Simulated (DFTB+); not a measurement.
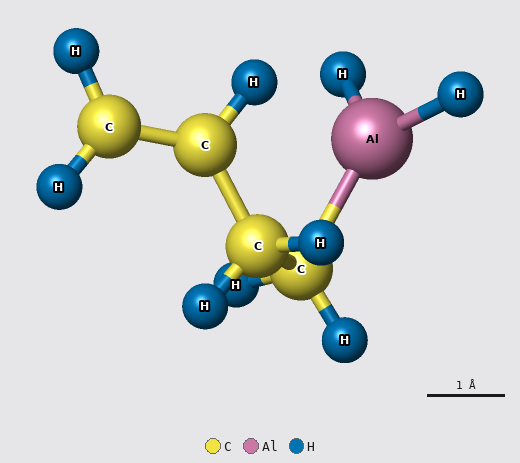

Figure 1. The input geometry (ball-and-stick view, seen at a tilt). Sticks mark near contacts.

C4H9Al: geometry relaxation

The run: geometry relaxation of C4H9Al, SMILES C=CC[CH2][AlH2]. Method and program: GFN2-xTB, R-SCC, dispersion built in (DFTB+ 25.1).

The geometry comes from this level: GFN2-xTB.

What the program printed
```
|  DFTB+ development version (commit: a23bfb2)

Reading input file 'dftb_in.hsd'
Parser version: 14

--------------------------------------------------------------------------------
WARNING!
-> This driver is deprecated and will be removed in future versions.
Please use the GeometryOptimisation driver instead.
Path: dftbplusinput/Driver/ConjugateGradient
Line: 22-27 (File: dftb_in.hsd)

Processed input in HSD format written to 'dftb_pin.hsd'

Starting initialization...
--------------------------------------------------------------------------------
OpenMP threads:              1
Chosen random seed:          117163665
Current stacksize:           unlimited
Mode:                        Conjugate gradient relaxation
Self consistent charges:     Yes
SCC-tolerance:                 0.100000E-04
Max. scc iterations:                    100
Shell resolved Hubbard:      Yes
Spin polarisation:           No
Nr. of up electrons:            14.000000
Nr. of down electrons:          14.000000
Periodic boundaries:         No
Electronic solver:           Relatively robust
Mixer:                       Broyden mixer
Mixing parameter:                  0.200000
Nr. of chrg. vec. in memory:            100
Max. SCC-cycles:                        100
Nr. of moved atoms:                      14
Max. nr. of geometry steps:             100
Force tolerance:               0.100000E-02
tblite library version:      0.3.0
-> parametrization:          GFN2-xTB
-> repulsion:                Yes
-> dispersion:               Yes
-> halogen bonding:          No
-> electrostatics:           Yes
   -> isotropic:             Yes
   -> anisotropic:           Yes
   -> third-order:           Yes
Electronic temperature:              0.950045E-03 H      0.258520E-01 eV
Initial charges:             Set automatically (system chrg:   0.000E+00)
Included shells:             C:  s, p
                            Al:  s, p, d
                             H:  s
Extra options:
                             Mulliken analysis
Force type                   original

--------------------------------------------------------------------------------

***  Geometry step: 0

 iSCC Total electronic   Diff electronic      SCC error
    1   -0.14278027E+02    0.00000000E+00    0.35312718E+01
    2   -0.14351263E+02   -0.14278027E+02    0.32192153E+01
    3   -0.14378330E+02   -0.73235763E-01    0.19949861E+01
    4   -0.14369579E+02   -0.27066758E-01    0.29270606E+00
    5   -0.14373685E+02    0.87508678E-02    0.15523354E+00
    6   -0.14377605E+02   -0.41059717E-02    0.58944706E-01
    7   -0.14377845E+02   -0.39203250E-02    0.59816784E-01
    8   -0.14379015E+02   -0.24015660E-03    0.31689315E-01
    9   -0.14379108E+02   -0.11694054E-02    0.20526576E-01
   10   -0.14379280E+02   -0.92791120E-04    0.80249424E-02
   11   -0.14379305E+02   -0.17231661E-03    0.11361894E-02
   12   -0.14379302E+02   -0.25357016E-04    0.48968975E-03
   13   -0.14379298E+02    0.31187292E-05    0.25046133E-03
   14   -0.14379296E+02    0.43394101E-05    0.11386354E-03
   15   -0.14379296E+02    0.21868937E-05    0.67243686E-04
   16   -0.14379296E+02   -0.33751999E-07    0.18758872E-04
   17   -0.14379296E+02    0.63107072E-07    0.86403490E-05

Total Energy:                      -14.1669922792 H         -385.5035 eV
Extrapolated to 0K:                -14.1669922792 H         -385.5035 eV
Total Mermin free energy:          -14.1669922792 H         -385.5035 eV
Force related energy:              -14.1669922792 H         -385.5035 eV

Maximal force component:             0.368201E-03
Averaged force norm:                 0.237196E-03

Geometry converged

--------------------------------------------------------------------------------
--------------------------------------------------------------------------------
SCC                                    +       0.02 ( 76.0%)       0.04 ( 85.7%)
--------------------------------------------------------------------------------
Missing                                +       0.01 ( 24.0%)       0.01 ( 14.3%)
Total                                  =       0.03 (100.0%)       0.04 (100.0%)
--------------------------------------------------------------------------------
```

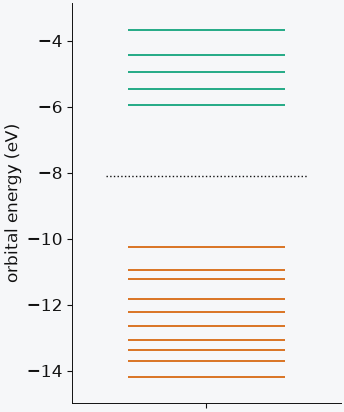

Figure 2. Orbital energies near the frontier; the dotted line parts filled from empty levels, and levels within 0.02 eV of each other stand side by side. Highest filled −10.26 eV, lowest empty −5.95 eV, 4.31 eV apart.

This output came from the following input.

Input file (dftb_in.hsd)
```
Geometry = {
  TypeNames = {
    "C" "Al" "H"
  }
  TypesAndCoordinates [Angstrom] = {
    1 -0.627720 -0.403300 2.125560
    1 -0.132180 0.123540 1.023740
    1 0.906880 -0.471200 0.138430
    1 0.351970 -0.590000 -1.302440
    2 -0.474270 1.197150 -1.658900
    3 -0.275250 -1.349890 2.501930
    3 -1.393600 0.083980 2.704340
    3 -0.504130 1.091410 0.661480
    3 1.232150 -1.440260 0.525810
    3 1.775380 0.198060 0.129080
    3 -0.408880 -1.387190 -1.312620
    3 1.159740 -0.951930 -1.952660
    3 -1.975020 1.396910 -1.997810
    3 0.364910 2.502710 -1.585940
  }
}
Driver = ConjugateGradient {
  MovedAtoms = 1:-1
  MaxForceComponent = 0.001
  MaxSteps = 100
  AppendGeometries = Yes
}
Hamiltonian = xTB {
  Method = "GFN2-xTB"
  Charge = 0
}
Analysis = {
  PrintForces = Yes
}
Options = {
  WriteResultsTag = Yes
}
ParserOptions = {
  ParserVersion = 14
}
```

Command:
```bash
dftb+ > dftb.out
```

Key numbers

| quantity | value |
| --- | --- |
| outcome | converged |
| Mermin free energy | −14.166992 hartree |
| basis functions | 34 |
| largest force | 0.026 eV/Å |
| HOMO | −10.26 eV |
| LUMO | −5.95 eV |
| dipole moment | 1.92 D |
| hardware | 1 thread of Intel Xeon (Sapphire Rapids), 32 GiB of memory available, shared host |
| peak memory | 0.071 GiB |

Remarks

Settings chosen away from the usual ones: optimiser.
